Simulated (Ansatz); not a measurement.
**Single-point calculation of SnH₄O**

The run: single-point calculation of SnH₄O. Method and program: RKS BHLYP-D4/def2-TZVPP (Ansatz 0.2.0).

The geometry comes from this level: PBE0-D4/def2-TZVP.

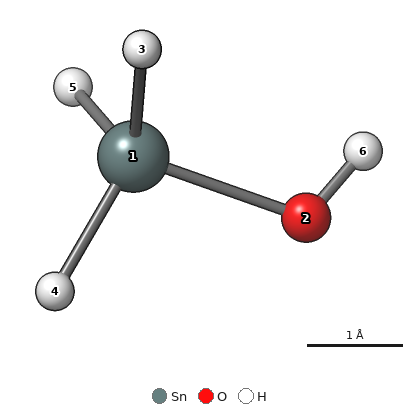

Figure 1. The input geometry (ball-and-stick view, seen at a tilt; atoms are numbered from 1 in the order of the input). Sticks mark near contacts. Bond lengths as drawn: H–O 0.96 Å, H–Sn 1.70 to 1.71 Å and O–Sn 1.97 Å.

**Summary**

| quantity | value |
| --- | --- |
| outcome | converged |
| total energy | −7941.4850 eV |
| mean-field energy | −7941.3861 eV |
| dispersion energy | −0.0989 eV |
| SCF solution under orbital rotations | stable |
| hardware | 4 threads of Arm Neoverse V2, 23 GiB of memory available, shared host |
| wall time | 0.7 s (CPU time 2.4 s) |
| peak memory | 0.44 GiB |

**The input**
```yaml
crystal:
  periodic: [false, false, false]
  atoms:
    - {symbol: Sn, position_ang: [1.310181, 0.277942, 0.313762]}
    - {symbol: O, position_ang: [0.129488, -0.975174, 1.270512]}
    - {symbol: H, position_ang: [0.536756, 1.800341, 0.237901]}
    - {symbol: H, position_ang: [1.485254, -0.446372, -1.212273]}
    - {symbol: H, position_ang: [2.787501, 0.388881, 1.166339]}
    - {symbol: H, position_ang: [-0.065727, -0.700559, 2.168779]}
basis:
  gaussian: {orbitals: def2-TZVPP}
hamiltonian: {xc: {name: BHLYP}, dispersion: d4}
```

Launch command:
```bash
ansatz run in.yaml --threads 4 --pin off --events-out ev --progress --plain --max-ram 9574MiB
```

**The program's output**
```
Functional definition: BHLYP
  name "BHLYP"
  cite "Becke, J. Chem. Phys. 98, 1372 (1993) doi:10.1063/1.464304"
  cite "Becke, Phys. Rev. A 38, 3098 (1988) doi:10.1103/PhysRevA.38.3098"
  cite "Lee, Yang & Parr, Phys. Rev. B 37, 785 (1988) doi:10.1103/PhysRevB.37.785"
  parameter a = 0.5
  exchange = (1 - a)*b88_x + a*exact_x
  correlation = lyp_c
897 factors; their error is unknown
mean field evaluation 1: about -7936.9021 eV, gradient 5.1e1 eV
mean field evaluation 2: about -7930.8198 eV, gradient 7.6e1 eV
mean field evaluation 4: about -7941.2195 eV, gradient 8.7e-1 eV
mean field evaluation 8: about -7941.3857 eV, gradient 4.1e-1 eV
mean field evaluation 16: about -7941.3859 eV, gradient 1.7e-5 eV
mean field -7941.38590165 eV, -291.8405490210 hartree, gradient 1.7e-5 eV, S^2 0.000000; 0 other end points of the search recorded, 0 dependent functions left out
reference -7941.38606505 eV, -291.8405550257 hartree; 17, 17 occupied and 120, 120 virtual orbitals, 897 factors
Total energy: -7941.48501006 eV, -291.8441911877 hartree
```
